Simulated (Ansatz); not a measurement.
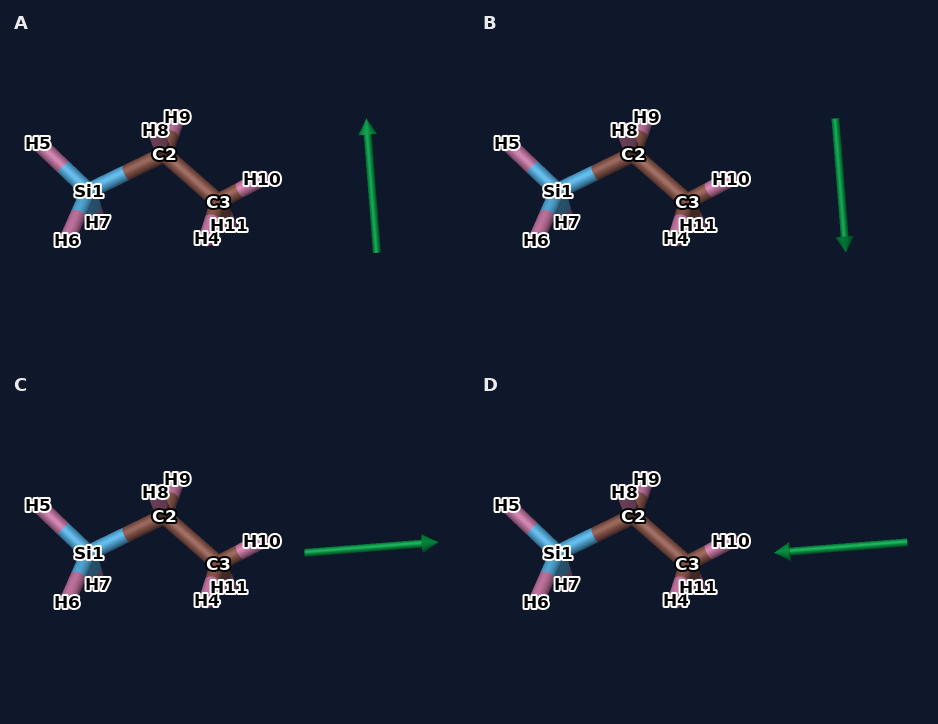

The same molecule four times, each with an arrow. Computed geometry: PBE0-D4/def2-TZVP optimisation. Properties computed with RKS PBE0-D4/def2-SVP (Ansatz 0.2.0).

### Which arrow points along the dipole moment, from the negative to the positive end?

C. The dipole moment is 2.09 D; it points from the side of H5 to the side of H10 (the outermost atoms at the two ends).
